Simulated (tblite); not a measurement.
**C₅H₁₅NSi₂: geometry relaxation (part 1 of 2)**

C₅H₁₅NSi₂, SMILES CCC[Si@H]1CC[SiH2]N1, computed with GFN2-xTB geometry optimisation, gas phase (tblite 0.8.0).

It belongs to a series of runs on one base structure; here: constitutional isomer.

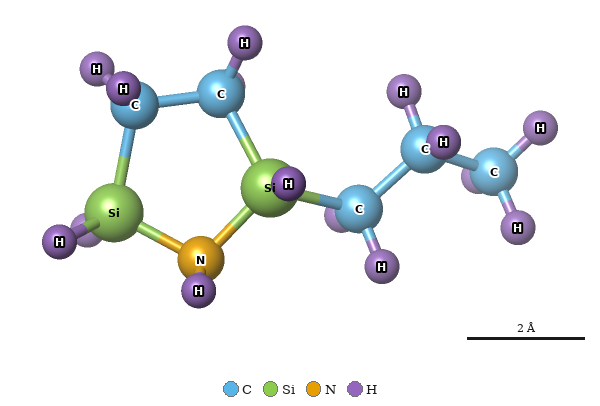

*The starting structure (ball-and-stick view, seen at a tilt).*

Bond lengths as drawn: C–C 1.50 to 1.53 Å, C–H 1.09 to 1.11 Å, C–Si 1.85 to 1.90 Å, H–N 1.02 Å, H–Si 1.47 to 1.50 Å and N–Si 1.71 to 1.72 Å.

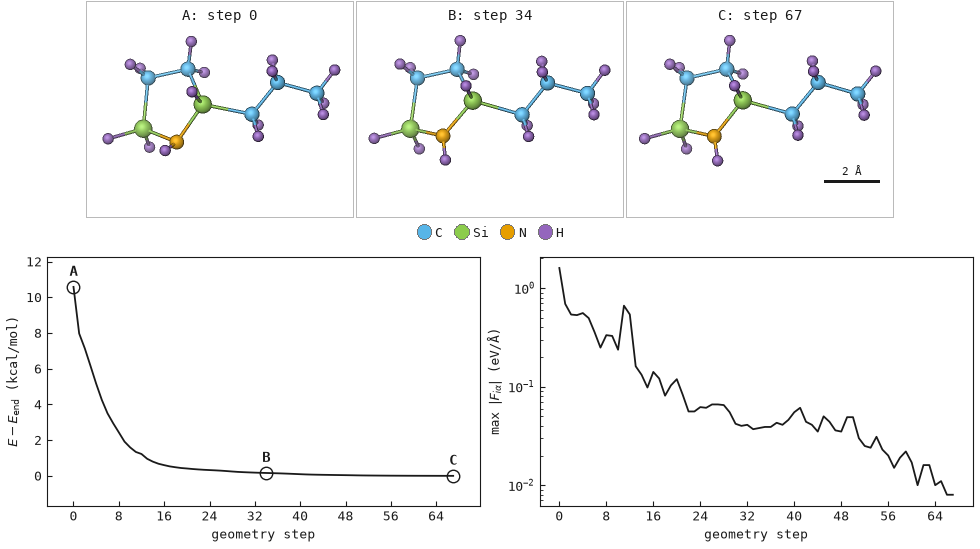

*Frames of the relaxation (ball-and-stick view, seen at a tilt) above the curves, on which the letters mark them (steps are counted from 0).*

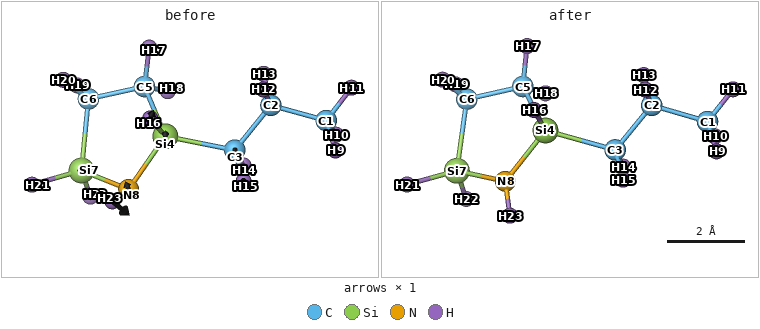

*Before (left) and after (right) the relaxation, at one scale (ball-and-stick view, seen at a tilt). The black arrows give the displacements, at true length.*

H23 moves most after the best rigid fit: 0.72 Å. By element the largest moves are H 0.72 Å, N 0.23 Å, Si 0.19 Å, C 0.09 Å. Among the contacts that change: C3–Si4 1.853 → 1.898 Å, Si4–H16 1.498 → 1.476 Å, Si4–N8 1.716 → 1.736 Å, C1–C2 1.505 → 1.525 Å. Among the angles that change: Si4–N8–H23 109.2° → 121.3°, Si4–N8–Si7 106.3° → 117.8°, C5–Si4–N8 105.9° → 96.6°. Over 67 geometry steps the energy falls by 10.6 kcal/mol. Largest force component: 1.6 eV/Å at the start, 0.008 eV/Å at the end. (Atoms are counted from 1 in the order of the input.)

The input and output of the run follow.

The input:
```
{"job": {"kind": "relax", "xc": "GFN2-xTB", "basis": "xTB"}, "charge": 0, "multiplicity": 1}
C     -3.668300    -0.065200    -0.374500
C     -2.321200    -0.260800     0.266400
C     -1.245100     0.637800    -0.350400
Si     0.460100     0.493900     0.359600
C      1.192300    -1.247700     0.146300
C      2.707900    -1.044400     0.089800
Si     2.987200     0.650700    -0.702700
N      1.572500     1.566800    -0.386400
H     -4.012100     0.968400    -0.255700
H     -3.643700    -0.295100    -1.438400
H     -4.422800    -0.720400     0.088600
H     -2.404500    -0.064700     1.352500
H     -2.032000    -1.317100     0.183200
H     -1.193700     0.430800    -1.431500
H     -1.578300     1.694500    -0.255300
H      0.476900     0.851300     1.814000
H      0.905300    -1.928500     0.944400
H      0.834500    -1.669600    -0.809900
H      3.205700    -1.847600    -0.452100
H      3.128700    -1.030600     1.115700
H      4.122000     1.371400    -0.082900
H      3.125900     0.529000    -2.164500
H      1.797800     2.324200     0.264500
```

The first line tells a small driver script what to run in tblite; the rest is the geometry in Å.

Command:
```bash
OMP_NUM_THREADS=1 python <driver script> task.json out
```

Log:
```
step      E/eV     max force
  0    -673.55707    1.777
  1    -673.67033    0.726
  2    -673.70669    0.709
  3    -673.74902    0.688
  4    -673.79223    0.585
  5    -673.83163    0.611
  6    -673.86418    0.406
  7    -673.88833    0.284
  8    -673.91049    0.348
  9    -673.93291    0.336
 10    -673.94702    0.279
 11    -673.95802    0.671
 12    -673.96301    0.548
 13    -673.97465    0.167
 14    -673.98156    0.138
 15    -673.98669    0.105
 16    -673.99008    0.144
 17    -673.99314    0.135
 18    -673.99521    0.105
 19    -673.99705    0.120
 20    -673.99818    0.126
 21    -673.99946    0.090
 22    -674.00049    0.065
 23    -674.00136    0.066
 24    -674.00204    0.076
 25    -674.00270    0.070
 26    -674.00347    0.072
 27    -674.00445    0.074
 28    -674.00552    0.078
 29    -674.00647    0.068
 30    -674.00716    0.051
 31    -674.00773    0.051
 32    -674.00825    0.053
 33    -674.00871    0.052
 34    -674.00909    0.043
 35    -674.00947    0.039
 36    -674.00988    0.043
 37    -674.01036    0.048
 38    -674.01088    0.055
 39    -674.01145    0.053
 40    -674.01206    0.060
 41    -674.01261    0.072
 42    -674.01302    0.057
 43    -674.01332    0.042
 44    -674.01357    0.045
 45    -674.01377    0.051
 46    -674.01401    0.049
 47    -674.01421    0.042
 48    -674.01441    0.038
 49    -674.01463    0.049
 50    -674.01488    0.049
 51    -674.01509    0.031
 52    -674.01523    0.028
 53    -674.01534    0.029
 54    -674.01545    0.032
 55    -674.01555    0.028
 56    -674.01564    0.021
 57    -674.01571    0.019
 58    -674.01577    0.020
 59    -674.01583    0.022
 60    -674.01588    0.017
 61    -674.01592    0.014
 62    -674.01595    0.017
 63    -674.01598    0.017
 64    -674.01601    0.013
 65    -674.01604    0.012
 66    -674.01606    0.011
 67    -674.01608    0.009
```

Trajectory as extended XYZ (Å, eV, eV/Å), 21 of the 68 frames kept, from step=0 to step=67:
```
23
Properties=species:S:1:pos:R:3:forces:R:3 step=0 energy=-673.55707
C    -3.6683   -0.0652   -0.3745   -0.8470   0.0550  -0.0400
C    -2.3212   -0.2608    0.2664    0.6100  -0.1760   0.6270
C    -1.2451    0.6378   -0.3504   -1.0720   0.5510  -0.5780
Si    0.4601    0.4939    0.3596   -0.6800  -0.6310   1.5160
C     1.1923   -1.2477    0.1463   -0.0530   0.1960  -0.3310
C     2.7079   -1.0444    0.0898    0.1960   0.0130   0.3380
Si    2.9872    0.6507   -0.7027    1.6000  -0.0480  -0.6850
N     1.5725    1.5668   -0.3864    0.3170   0.8940   0.6460
H    -4.0121    0.9684   -0.2557    0.0960  -0.1890  -0.0470
H    -3.6437   -0.2951   -1.4384    0.0620   0.0280   0.0100
H    -4.4228   -0.7204    0.0886    0.2640   0.2100  -0.1340
H    -2.4045   -0.0647    1.3525    0.1160   0.0790  -0.4120
H    -2.0320   -1.3171    0.1832    0.0750   0.1920  -0.1050
H    -1.1937    0.4308   -1.4315   -0.1270   0.0950   0.2540
H    -1.5783    1.6945   -0.2553    0.1270  -0.5840  -0.1030
H     0.4769    0.8513    1.8140   -0.1210  -0.1500  -0.1940
H     0.9053   -1.9285    0.9444   -0.0050  -0.1250  -0.0750
H     0.8345   -1.6696   -0.8099    0.1810   0.0300   0.3900
H     3.2057   -1.8476   -0.4521    0.0040  -0.0800   0.1130
H     3.1287   -1.0306    1.1157   -0.2530  -0.1150  -0.4630
H     4.1220    1.3714   -0.0829   -0.1140  -0.1820  -0.1680
H     3.1259    0.5290   -2.1645   -0.0550   0.0490   0.1550
H     1.7978    2.3242    0.2645   -0.3210  -0.1100  -0.7130
23
Properties=species:S:1:pos:R:3:forces:R:3 step=3 energy=-673.74902
C    -3.6849   -0.0662   -0.3733    0.0790  -0.0100  -0.0150
C    -2.3171   -0.2624    0.2741   -0.1750  -0.0160  -0.1130
C    -1.2795    0.6474   -0.3642    0.2310  -0.1130   0.1320
Si    0.4272    0.4786    0.4169    0.0790   0.0800  -0.2890
C     1.1952   -1.2367    0.1436    0.0440   0.0780   0.0780
C     2.7145   -1.0380    0.0880   -0.0020   0.0780  -0.1690
Si    3.0465    0.6546   -0.7281   -0.2780  -0.0570   0.1400
N     1.5901    1.5512   -0.3554    0.1590  -0.4070   0.5320
H    -4.0101    0.9642   -0.2577   -0.0310   0.0320   0.0010
H    -3.6404   -0.2932   -1.4367    0.0070   0.0000   0.0100
H    -4.4197   -0.7164    0.0865   -0.1320  -0.0710   0.0460
H    -2.3955   -0.0559    1.3416    0.0530   0.0840   0.0420
H    -2.0226   -1.3098    0.1757    0.0750   0.0420  -0.0590
H    -1.2050    0.4354   -1.4276   -0.1070   0.0010  -0.1240
H    -1.5830    1.6811   -0.2618   -0.2200   0.1960  -0.0470
H     0.4655    0.8433    1.8215   -0.1810  -0.0040   0.4950
H     0.9083   -1.9341    0.9336    0.1070  -0.0490  -0.0620
H     0.8441   -1.6697   -0.7940    0.0270   0.0310  -0.0190
H     3.2048   -1.8538   -0.4425   -0.0270  -0.0830   0.0420
H     3.1168   -1.0382    1.1004   -0.0070  -0.0020   0.0480
H     4.1308    1.3658   -0.0897    0.4090   0.1020   0.0320
H     3.1250    0.5315   -2.1684    0.0550   0.0230  -0.2880
H     1.7842    2.3483    0.2380   -0.1650   0.0640  -0.4130
23
Properties=species:S:1:pos:R:3:forces:R:3 step=7 energy=-673.88833
C    -3.6972   -0.0714   -0.3713    0.0110   0.0120   0.0090
C    -2.3293   -0.2595    0.2673    0.1510   0.0670   0.0350
C    -1.2896    0.6559   -0.3678    0.0250   0.1320  -0.0300
Si    0.4033    0.4730    0.4691    0.0480  -0.0640   0.1820
C     1.2055   -1.2191    0.1483   -0.0330  -0.1300  -0.0670
C     2.7233   -1.0300    0.0678   -0.0080  -0.1300   0.1360
Si    3.0892    0.6540   -0.7380    0.1000  -0.0740   0.0520
N     1.6463    1.4606   -0.2224    0.0870   0.2000   0.0060
H    -4.0161    0.9637   -0.2594   -0.0590  -0.0380   0.0120
H    -3.6383   -0.2928   -1.4350   -0.0790  -0.0400   0.0010
H    -4.4400   -0.7215    0.0886    0.0260   0.0360  -0.0500
H    -2.3777   -0.0323    1.3342   -0.0830  -0.0890   0.0110
H    -1.9997   -1.2949    0.1561   -0.0860  -0.0030   0.0470
H    -1.2391    0.4425   -1.4389    0.0960   0.0100   0.0740
H    -1.6300    1.6899   -0.2802    0.0120  -0.0210   0.0070
H     0.4032    0.8225    1.9125   -0.2280  -0.1310  -0.1080
H     0.9396   -1.9495    0.9122    0.0900  -0.0200   0.1130
H     0.8580   -1.6580   -0.7849   -0.1030   0.1150  -0.1800
H     3.1961   -1.8777   -0.4267   -0.0160  -0.0150  -0.1040
H     3.1044   -1.0410    1.0882    0.1300   0.1280   0.0650
H     4.2152    1.3676   -0.1070   -0.0310  -0.1440  -0.2320
H     3.1356    0.5447   -2.2133    0.0460   0.0990   0.2490
H     1.7325    2.4005    0.1212   -0.0960   0.1000  -0.2300
23
Properties=species:S:1:pos:R:3:forces:R:3 step=10 energy=-673.94702
C    -3.6990   -0.0724   -0.3697    0.0370   0.0300  -0.0200
C    -2.3196   -0.2477    0.2655   -0.1330  -0.0260   0.0000
C    -1.2807    0.6776   -0.3674   -0.0990  -0.1050   0.0990
Si    0.4079    0.4667    0.5101   -0.0880   0.0150  -0.0280
C     1.2072   -1.2287    0.1440    0.0230   0.0810   0.0820
C     2.7276   -1.0451    0.0732    0.0340   0.0980  -0.0560
Si    3.1106    0.6406   -0.7255    0.0460   0.0290   0.0180
N     1.6968    1.4382   -0.1234   -0.0320   0.1050  -0.0430
H    -4.0310    0.9588   -0.2582   -0.0130  -0.0150  -0.0060
H    -3.6505   -0.2996   -1.4339   -0.0210   0.0020   0.0230
H    -4.4501   -0.7212    0.0837    0.1600   0.0240   0.0120
H    -2.3810   -0.0320    1.3341   -0.0340  -0.0480   0.0010
H    -1.9991   -1.2859    0.1516   -0.0110   0.0260   0.0370
H    -1.2424    0.4487   -1.4364    0.2070   0.0480   0.0920
H    -1.6600    1.6995   -0.2902    0.1940   0.0000   0.0450
H     0.3211    0.7869    1.9624   -0.1140  -0.1240  -0.2230
H     0.9755   -1.9639    0.9156   -0.1070  -0.0620  -0.0880
H     0.8488   -1.6292   -0.8095   -0.0040   0.0570   0.1330
H     3.1875   -1.8953   -0.4330    0.0380   0.0490   0.0510
H     3.1198   -1.0216    1.0931    0.0150  -0.0800  -0.0700
H     4.2736    1.3469   -0.1560   -0.0730  -0.1510  -0.1510
H     3.1520    0.5703   -2.2053    0.0060   0.0500   0.2370
H     1.6802    2.4355   -0.0041   -0.0320  -0.0040  -0.1450
23
Properties=species:S:1:pos:R:3:forces:R:3 step=13 energy=-673.97465
C    -3.6961   -0.0691   -0.3716   -0.0370   0.0070  -0.0220
C    -2.3236   -0.2459    0.2667   -0.0360  -0.0200  -0.0020
C    -1.2812    0.6768   -0.3582    0.0620  -0.0480   0.0520
Si    0.4082    0.4666    0.5126   -0.0180   0.0100  -0.1530
C     1.2085   -1.2281    0.1482    0.0330   0.0790   0.0740
C     2.7300   -1.0450    0.0748   -0.0270   0.0250  -0.0210
Si    3.1120    0.6374   -0.7149   -0.1490   0.0460   0.0610
N     1.7041    1.4442   -0.1086   -0.1120   0.0640  -0.0180
H    -4.0373    0.9565   -0.2580    0.0030   0.0630  -0.0150
H    -3.6573   -0.3021   -1.4328    0.0340   0.0220  -0.0490
H    -4.4381   -0.7193    0.0835    0.0190  -0.0690   0.0830
H    -2.3889   -0.0398    1.3359   -0.0360   0.0130   0.0330
H    -2.0038   -1.2830    0.1560    0.0100  -0.0300  -0.0080
H    -1.2199    0.4538   -1.4256    0.1080   0.0030   0.0310
H    -1.6476    1.7024   -0.2868    0.1270   0.0150   0.0660
H     0.2867    0.7651    1.9511   -0.0650  -0.0440   0.0220
H     0.9757   -1.9724    0.9127   -0.0980  -0.0100  -0.1140
H     0.8427   -1.6141   -0.8091    0.0430   0.0170   0.1390
H     3.1888   -1.8942   -0.4341    0.0360   0.0520   0.0460
H     3.1297   -1.0204    1.0912   -0.0160  -0.1090  -0.0370
H     4.2812    1.3265   -0.1852    0.1610   0.0100   0.0380
H     3.1575    0.5830   -2.1773   -0.0170   0.0060  -0.0940
H     1.6639    2.4481   -0.0498   -0.0220  -0.1040  -0.1110
23
Properties=species:S:1:pos:R:3:forces:R:3 step=17 energy=-673.99314
C    -3.6995   -0.0667   -0.3746    0.0160  -0.0120   0.0140
C    -2.3274   -0.2449    0.2676    0.0090   0.0070  -0.0110
C    -1.2752    0.6739   -0.3479    0.0060  -0.0010  -0.0120
Si    0.4052    0.4654    0.5120    0.0390   0.0070   0.1210
C     1.2119   -1.2207    0.1587   -0.0160  -0.0350  -0.0260
C     2.7298   -1.0426    0.0779    0.0300   0.0290   0.0340
Si    3.1058    0.6446   -0.7026    0.0700   0.0440  -0.0460
N     1.6972    1.4509   -0.0986    0.0040   0.0880  -0.0810
H    -4.0423    0.9611   -0.2610    0.0120  -0.0410  -0.0100
H    -3.6583   -0.3001   -1.4376    0.0040   0.0190   0.0310
H    -4.4276   -0.7268    0.0939   -0.0020   0.0220  -0.0200
H    -2.4014   -0.0432    1.3393   -0.0040   0.0190  -0.0400
H    -2.0072   -1.2837    0.1572   -0.0150   0.0170  -0.0110
H    -1.1886    0.4575   -1.4134   -0.0220  -0.0140  -0.0250
H    -1.6202    1.7059   -0.2729    0.0280   0.0020   0.0370
H     0.2429    0.7379    1.9507    0.0080   0.0000   0.0570
H     0.9627   -1.9813    0.8980   -0.0370   0.0030   0.0510
H     0.8438   -1.5982   -0.7958    0.0130  -0.0140  -0.0740
H     3.1944   -1.8869   -0.4322   -0.0080   0.0340  -0.0390
H     3.1367   -1.0353    1.0890    0.0000  -0.0370   0.0660
H     4.3141    1.3084   -0.2050   -0.0210  -0.0240   0.0450
H     3.1580    0.5960   -2.1703   -0.0500   0.0010  -0.0210
H     1.6406    2.4557   -0.1119   -0.0640  -0.1120  -0.0410
23
Properties=species:S:1:pos:R:3:forces:R:3 step=20 energy=-673.99818
C    -3.6993   -0.0677   -0.3738    0.0230   0.0130  -0.0140
C    -2.3262   -0.2432    0.2659   -0.0020   0.0020  -0.0050
C    -1.2702    0.6740   -0.3467    0.0250  -0.0150   0.0300
Si    0.4089    0.4651    0.5259    0.0110  -0.0040  -0.0390
C     1.2117   -1.2222    0.1589    0.0200   0.0150   0.0030
C     2.7324   -1.0394    0.0829   -0.0070   0.0100   0.0000
Si    3.1112    0.6510   -0.7042   -0.0270  -0.0550   0.0160
N     1.6965    1.4523   -0.1009   -0.0060  -0.1190  -0.0400
H    -4.0426    0.9588   -0.2630   -0.0040   0.0030   0.0140
H    -3.6575   -0.2973   -1.4365   -0.0030  -0.0150  -0.0070
H    -4.4273   -0.7277    0.0951    0.0120   0.0190  -0.0260
H    -2.4049   -0.0402    1.3360    0.0180   0.0130  -0.0010
H    -2.0090   -1.2822    0.1551    0.0060   0.0030   0.0000
H    -1.1845    0.4569   -1.4134   -0.0050   0.0200   0.0260
H    -1.6111    1.7073   -0.2647    0.0160  -0.0110   0.0000
H     0.2299    0.7304    1.9645    0.0440   0.0090   0.0300
H     0.9561   -1.9828    0.8986    0.0100   0.0200  -0.0110
H     0.8470   -1.5950   -0.8008    0.0260   0.0130   0.0010
H     3.1947   -1.8807   -0.4362   -0.0030   0.0480  -0.0100
H     3.1380   -1.0443    1.0964   -0.0130  -0.0040  -0.0070
H     4.3266    1.3021   -0.2034   -0.0500  -0.0190   0.0240
H     3.1518    0.6001   -2.1757   -0.0310   0.0070   0.0480
H     1.6230    2.4518   -0.1393   -0.0580   0.0480  -0.0320
23
Properties=species:S:1:pos:R:3:forces:R:3 step=23 energy=-674.00136
C    -3.6958   -0.0661   -0.3756   -0.0110   0.0110  -0.0130
C    -2.3250   -0.2428    0.2652    0.0190   0.0010   0.0170
C    -1.2646    0.6708   -0.3422   -0.0110   0.0220  -0.0050
Si    0.4125    0.4637    0.5276   -0.0370  -0.0350   0.0250
C     1.2132   -1.2214    0.1591   -0.0070  -0.0010   0.0010
C     2.7324   -1.0359    0.0874   -0.0140  -0.0450   0.0060
Si    3.1094    0.6487   -0.7036   -0.0150  -0.0140   0.0290
N     1.6880    1.4471   -0.1209   -0.0530   0.0360   0.0160
H    -4.0419    0.9585   -0.2624    0.0030   0.0340   0.0020
H    -3.6564   -0.2970   -1.4374    0.0100  -0.0050  -0.0320
H    -4.4238   -0.7255    0.0922   -0.0060  -0.0090  -0.0060
H    -2.4050   -0.0373    1.3341    0.0130  -0.0010   0.0260
H    -2.0102   -1.2821    0.1548    0.0140  -0.0110   0.0080
H    -1.1807    0.4585   -1.4094    0.0090   0.0110   0.0080
H    -1.5983    1.7056   -0.2573   -0.0160   0.0070  -0.0010
H     0.2371    0.7299    1.9699    0.0560   0.0020  -0.0230
H     0.9497   -1.9795    0.8983    0.0410  -0.0060  -0.0150
H     0.8534   -1.5933   -0.8029    0.0130   0.0170   0.0100
H     3.1960   -1.8681   -0.4414    0.0180  -0.0320  -0.0120
H     3.1365   -1.0522    1.1009    0.0050   0.0220  -0.0080
H     4.3197    1.2964   -0.1938   -0.0080   0.0070   0.0250
H     3.1412    0.6013   -2.1719   -0.0010  -0.0050  -0.0090
H     1.6081    2.4478   -0.1502   -0.0200  -0.0080  -0.0480
23
Properties=species:S:1:pos:R:3:forces:R:3 step=27 energy=-674.00445
C    -3.6938   -0.0625   -0.3796    0.0110  -0.0110   0.0160
C    -2.3231   -0.2412    0.2671   -0.0370   0.0000  -0.0100
C    -1.2626    0.6733   -0.3373   -0.0170  -0.0080   0.0140
Si    0.4092    0.4569    0.5356    0.0270   0.0300  -0.0430
C     1.2145   -1.2227    0.1600    0.0190  -0.0230   0.0100
C     2.7325   -1.0413    0.0907    0.0360   0.0560  -0.0330
Si    3.1024    0.6461   -0.6960   -0.0200   0.0570  -0.0270
N     1.6729    1.4451   -0.1286    0.0300   0.0160  -0.0020
H    -4.0402    0.9636   -0.2627    0.0240  -0.0320  -0.0270
H    -3.6531   -0.2964   -1.4428    0.0210   0.0390   0.0420
H    -4.4220   -0.7241    0.0862   -0.0010   0.0130  -0.0100
H    -2.4019   -0.0355    1.3374   -0.0140  -0.0140  -0.0210
H    -2.0076   -1.2817    0.1568   -0.0040   0.0300   0.0080
H    -1.1748    0.4636   -1.4044    0.0040   0.0050  -0.0030
H    -1.5941    1.7083   -0.2512   -0.0220   0.0130   0.0060
H     0.2528    0.7270    1.9756    0.0280   0.0000   0.0320
H     0.9559   -1.9831    0.8956   -0.0140  -0.0660   0.0040
H     0.8603   -1.5861   -0.8059   -0.0270  -0.0190  -0.0050
H     3.2001   -1.8669   -0.4473   -0.0160  -0.0180   0.0490
H     3.1377   -1.0535    1.1036    0.0080  -0.0210  -0.0150
H     4.3139    1.2908   -0.1818   -0.0300   0.0060   0.0160
H     3.1327    0.6030   -2.1666    0.0140  -0.0070   0.0280
H     1.5836    2.4446   -0.1839   -0.0190  -0.0440  -0.0290
```
